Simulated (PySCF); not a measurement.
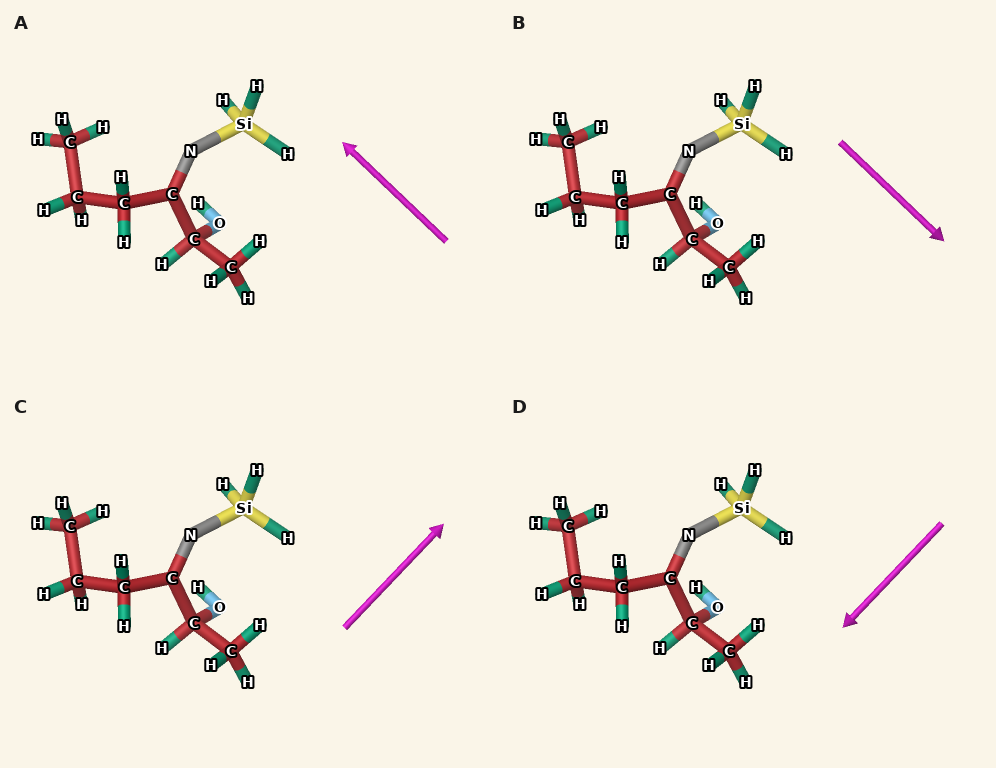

The same molecule four times, each with an arrow. The computed structure is the end point of a GFN2-xTB optimisation. No frequency run is at hand to confirm it as a minimum. Level of theory: PBE0/pcSseg-1, gas phase (PySCF 2.14.0).

Which arrow points along the dipole moment, from the negative to the positive end?

D. The dipole moment is 2.66 D.

The geometry is semi-empirical. Around Si such bond lengths and angles can be off by a tenth of an ångström or more and by several degrees, and values that hang on the shape move with them.
